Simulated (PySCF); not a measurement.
**C2H8AlNO2: density, localisation and related maps**

```xyz
14

O    -0.8189   -2.5020    0.6610
Al    0.3492   -1.2947    0.3994
O     1.9945   -1.6554    0.6224
N    -0.0538    0.3582   -0.1058
C    -1.3921    0.8341   -0.3270
C     0.9592    1.3573   -0.3364
H    -1.7679   -2.4239    0.5701
H     2.3191   -2.5111    0.9036
H    -1.5481    1.1841   -1.3681
H    -1.6513    1.6841    0.3371
H    -2.1309    0.0386   -0.1381
H     0.9387    1.7365   -1.3784
H     0.8339    2.2369    0.3273
H     1.9618    0.9423   -0.1531
```

Geometry: PBE0-D3(BJ)/def2-SVP.

These are results of PBE0/pcSseg-1, SCF density, gas phase, non-relativistic in PySCF, not measurements.

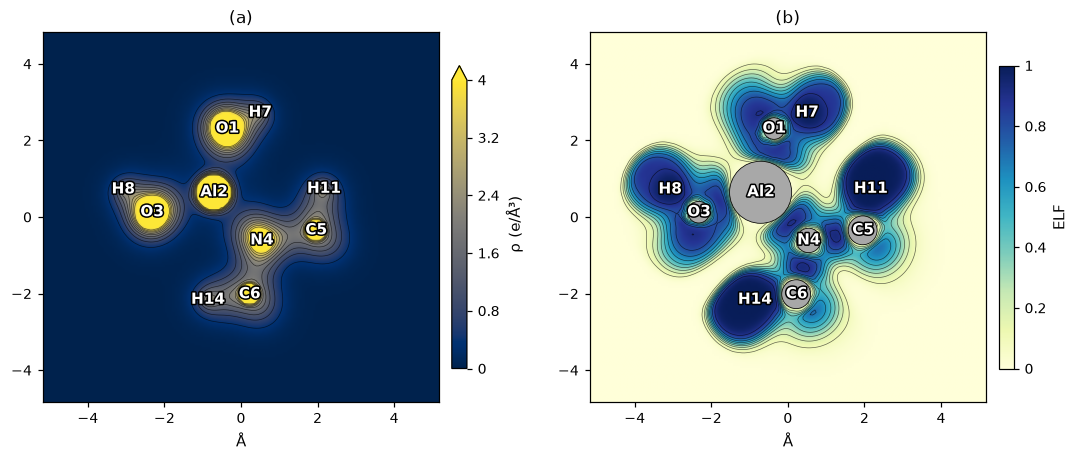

Figure 1. (a) electron density; (b) ELF on the plane of atoms O3, Al2 and N4. Grey discs cover the atomic cores in the ELF map.

### Read the bonding off the picture.

The section cuts through O, Al, N, C and H sites.
C–N (1.44 Å): ρ is about 1.9 e/Å³ halfway; the ELF peaks at about 0.90 between the atoms; a shared electron pair.
Al–O (1.70 Å): ρ at the midpoint is about 0.86 e/Å³; the ELF peaks at about 0.85 in the valence shell of O, 0.6 Å from its nucleus, and is about 0.40 at the midpoint.
Al–N (1.77 Å): ρ is about 0.85 e/Å³ halfway; the ELF peaks at about 0.90 in the valence shell of N, 0.6 Å from its nucleus, and is about 0.65 at the midpoint.
O–H (0.96 Å): the density is about 3.7 e/Å³ at the midpoint; the ELF climbs to about 1 towards the hydrogen, as it does in any bond to H: a covalent bond by its length.
C–H (1.10 Å): ρ at the midpoint is about 2 e/Å³; the ELF climbs to about 1 towards the hydrogen (an ordinary covalent bond to hydrogen).
The ELF also peaks beside O3 and O1, away from the bonds: lone-pair regions.

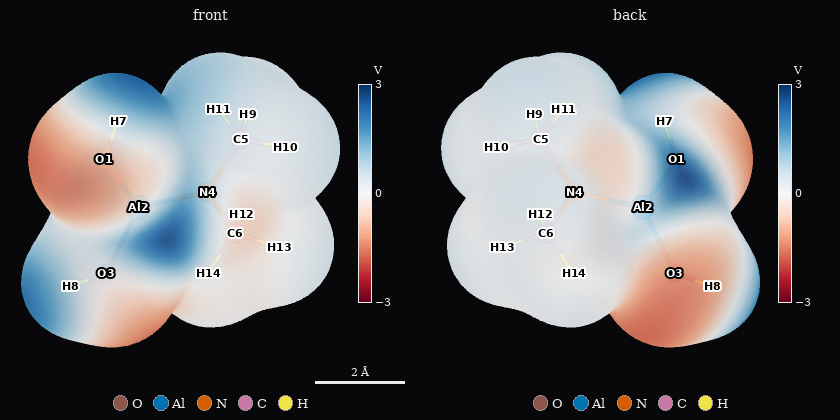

Figure 2. The electrostatic potential painted on the density surface at 0.002 e/bohr³, seen from the front and from behind; the colour scale runs from red (negative) to blue (positive).

### Which sites attract a positive test charge, and which a negative one?

A positive charge is drawn to the negative regions and a negative charge to the positive ones. The most negative region (about −1.6 V, or −37 kcal/mol for a unit charge) lies over O1 and O3, the most positive (about +2.5 V, or +58 kcal/mol for a unit charge) over Al2.

### How polar is the molecule by this calculation?

Its dipole moment is 1.37 D.
